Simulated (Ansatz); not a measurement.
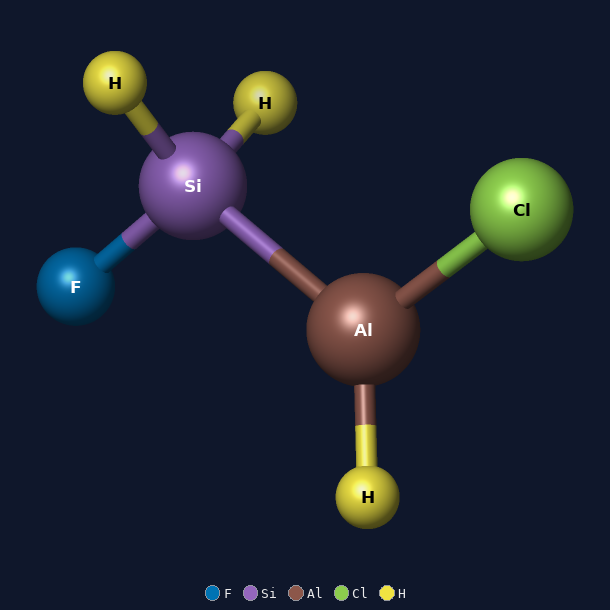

The geometry was computed by an optimisation with PBE0-D4/def2-TZVP. No frequency run is at hand to confirm it as a minimum. Properties computed with RKS PBE0-D4/def2-TZVPP (Ansatz 0.2.0).

Predict the main results.

The species is AlClFH3Si.
- HOMO energy (Kohn–Sham orbital): −7.86 eV
- LUMO energy (Kohn–Sham orbital): −2.16 eV
- HOMO–LUMO gap: 5.70 eV
- dispersion correction: −12.0 kJ/mol
